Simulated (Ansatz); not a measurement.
Input

```
basis:
  gaussian:
    orbitals: def2-TZVPD
crystal:
  periodic: [false, false, false]
  atoms:
    - {symbol: C, position_ang: [-0.438154, 2.240670, 1.179772]}
    - {symbol: C, position_ang: [-0.032747, 0.776381, 1.270560]}
    - {symbol: F, position_ang: [1.128019, -1.440057, 2.463002]}
    - {symbol: Ge, position_ang: [0.955054, 0.256080, 2.919810]}
    - {symbol: H, position_ang: [0.436235, 2.911242, 1.212610]}
    - {symbol: H, position_ang: [-1.098205, 2.535929, 2.011904]}
    - {symbol: H, position_ang: [-0.979196, 2.465921, 0.246895]}
    - {symbol: H, position_ang: [0.612282, 0.470554, 0.424928]}
    - {symbol: H, position_ang: [-0.906158, 0.098999, 1.216587]}
total_charge: 0
hamiltonian:
  xc: pbe0
output: {forces: true, orbitals: {seedname: orbitals}}
```

Run with:

```sh
ansatz run input.yaml --threads 2 --pin off --max-ram 4350MiB --events-out events.jsonl --progress --plain --runs-dir runs
```

Geometry: PBE0-D3(BJ)/def2-SVP.

The calculation used Ansatz 0.2.0, isolated molecule in a Gaussian basis; Kohn-Sham density functional theory, functional PBE0.

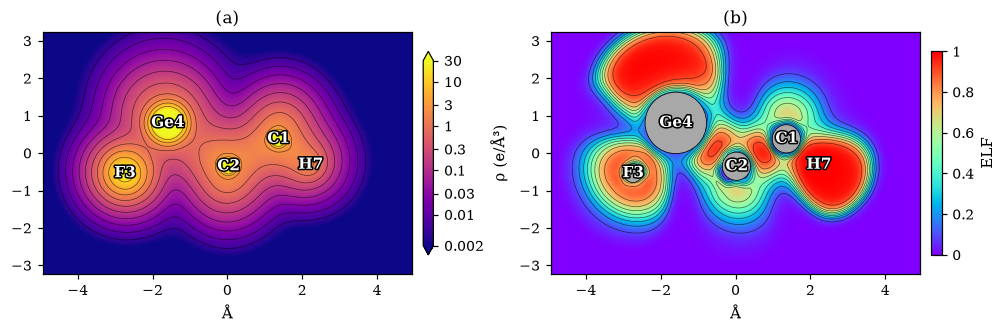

C2H5FGe. (a) electron density; (b) electron localisation function on the plane of atoms C1, C2 and Ge4. Grey discs cover the atomic cores in the ELF map.

Q: Read the bonding off the picture.

A: The section cuts through C, F, Ge and H sites. C–C (1.52 Å): ρ at the midpoint is about 1.6 e/Å³; the ELF peaks at about 0.95 between the atoms (a shared electron pair). Ge–F (1.77 Å): the density is about 0.9 e/Å³ at the midpoint; the ELF peaks at about 0.85 in the valence shell of F, 0.6 Å from its nucleus, and is about 0.20 at the midpoint. C–Ge (1.99 Å): ρ is about 0.85 e/Å³ halfway; the ELF peaks at about 0.90 in the valence shell of C, 0.7 Å from its nucleus, and is about 0.75 at the midpoint. C–H (1.10 Å): ρ at the midpoint is about 1.9 e/Å³; the ELF climbs to about 1 towards the hydrogen, as it does in any bond to H: a covalent bond by its length. The ELF also peaks beside F3, away from the bonds: lone-pair regions.
